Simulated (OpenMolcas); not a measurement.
# Ni³⁺ among point charges: CASSCF and CASPT2 levels and susceptibility

Aim: the splitting of the states of Ni³⁺ in the field of 2 point charges, its lowest levels with spin-orbit coupling and its magnetic susceptibility.

Program: OpenMolcas 26.06. Level of theory: state-averaged CASSCF and CASPT2, spin-orbit coupling by RASSI with atomic mean-field integrals. These are calculated values, not measurements, unless marked.

## 1. The atom as given

```
Species                           : Ni³⁺ (nickel, Z = 28, 25 electrons)
Basis                             : ANO-RCC-VTZP [6s5p3d2f1g], 59 functions
Scalar Hamiltonian                : DKH2, point nucleus
Inactive shells                   : 1s 2s 2p 3s 3p
Active space                      : 7 electrons in 5 orbitals (3d)
Some configurations of this space : 3d7
Orbitals                          : optimised for each spin and parity, averaged over all roots
```

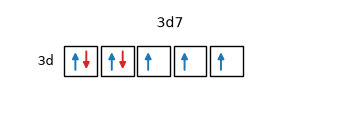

The shells outside the core, filled by Hund's rule for the drawing.

The ion sits among 2 point charges of -3 e arranged as a linear pair (D∞h), 1.94 Å from the ion.

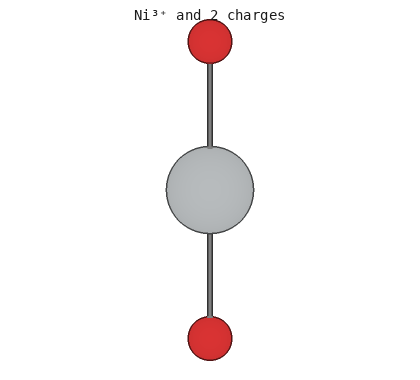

The ion and the point charges (red).

The work runs as a chain of OpenMolcas steps in one folder; each step below is one input file. Labels, J, g values, rates, χT and fits are worked out afterwards by a script from the matrices that RASSI stores. The input lists half of the charges; inversion (Group=XYZ) makes the rest.

## 2. GATEWAY and SEWARD: basis and integrals

File a.inp:

```
&GATEWAY
Coord
1

Ni 0.0 0.0 0.0
Basis=ANO-RCC-VTZP
Group=XYZ
NoMove
AngMom=0.0 0.0 0.0
AMFI
XField
1 Angstrom 0
0.000000 0.000000 1.940000 -3.000000
&SEWARD
```

The run is started by

```bash
$ OMP_NUM_THREADS=1 MOLCAS_MEM=1689 MOLCAS_PROJECT=a pymolcas a.inp > a.log
```

## 3. CASSCF: quartets of even parity, 10 roots

File a.inp:

```
&RASSCF
FileOrb=start.orb
Symmetry=1
Spin=4
nActEl=7 0 0
Inactive=3 6
Ras2=5 0
CIRoot=10 10 1
SDav=10
CIMx=300
Iter=120 100
PrWF=0.3
OrbListing=Nothing
MaxOrb=0
>>> COPY $Project.JobIph JOB001
```

start.orb holds the contracted functions of the basis, ordered by shell, or the orbitals of the step before.

## 4. Reference wave functions, doublets of even parity, 40 roots

File a.inp:

```
&RASSCF
FileOrb=start.orb
Symmetry=1
Spin=2
nActEl=7 0 0
Inactive=3 6
Ras2=5 0
CIRoot=40 40 1
SDav=40
CIMx=300
Iter=120 100
PrWF=0.3
OrbListing=Nothing
MaxOrb=0
>>> COPY $Project.JobIph JOB002
```

## 5. RASSI: spin-orbit coupling between the states

File a.inp:

```
&RASSI
NrOfJobIphs=2 10 40
1 2 3 4 5 6 7 8 9 10
1 2 3 4 5 6 7 8 9 10 11 12 13 14 15 16 17 18 19 20 21 22 23 24 25 26 27
28 29 30 31 32 33 34 35 36 37 38 39 40
IphNames
JOB001
JOB002
EJob
SpinOrbit
DIPRint=1.0
SOCoupling=1000.0
Subsets=2
Property=9
'ANGMOM' 1 'ANGMOM' 2 'ANGMOM' 3 'MLTPL  1' 1 'MLTPL  1' 2 'MLTPL  1' 3
'AMFI' 1 'AMFI' 2 'AMFI' 3
SOProperty=3
'ANGMOM' 1 'ANGMOM' 2 'ANGMOM' 3
```

## 6. CASPT2: IPEA 0.25, imaginary shift 0.1 (closed shells correlated: 3s 3p)

File a.inp:

```
>>> COPY JOB001 $Project.JobIph
&CASPT2
Multistate=10 1 2 3 4 5 6 7 8 9 10
NoMult
Frozen=2 3
IPEA=0.25
Imaginary=0.1
MaxIter=60
WThr=0.0 0.3 0.05
PrWF=0.5
NoMix
>>> COPY JOB002 $Project.JobIph
&CASPT2
Multistate=40 1 2 3 4 5 6 7 8 9 10 11 12 13 14 15 16 17 18 19 20 21 22
23 24 25 26 27 28 29 30 31 32 33 34 35 36 37 38 39 40
NoMult
Frozen=2 3
IPEA=0.25
Imaginary=0.1
MaxIter=60
WThr=0.0 0.3 0.05
PrWF=0.5
NoMix
```

(Steps that only read results are left out.)

Q: Predict the outcome of this session. Wanted: spin-free ground state; first state of the same spin within the active space; lowest level; next level.

**Answer**, as computed:

| quantity | value |
| --- | --- |
| method | SS-CASPT2, IPEA 0.25, imaginary shift 0.1 (closed shells correlated: 3s 3p) |
| spin-free ground state | 4Phi, 2-fold in its orbital part |
| first state of the same spin within the active space | 4Sigma at 79.3 cm⁻¹ |
| lowest level | 2-fold, g = 0.00, 0.00, 12.00 |
| next level | 683.9 cm⁻¹ |
| χT at 300 K | 4.91 cm³ K/mol |
| effective moment at 300 K | 6.26 μB |

Cost by method:

| method | time of its own steps | time with the reference |
| --- | --- | --- |
| A. CASSCF | 11 s | 11 s |
| B. SS-CASPT2, IPEA 0.25, imaginary shift 0.1, +3s 3p | 5.3 s | 16 s |

Times are of one thread on a shared host.

**Reading.** The spin-free ground state (4Phi) comes to 100 % from free-ion F terms and keeps the highest spin of the shell. χT at 300 K is 4.91, against 1.88 cm³ K/mol for the spin alone, so orbital moment adds to it. An active space of the d shell alone favours high spin; real ions in strong fields can be low spin. CASPT2 does not keep the components of a term degenerate, and the means are used. The field of point charges can differ much from that of real complexes. With metal d orbitals alone active, the gaps between spin states are rough; where two lie within a few thousand cm-1, their order is open. This is an electrostatic model: the charges have no orbitals.
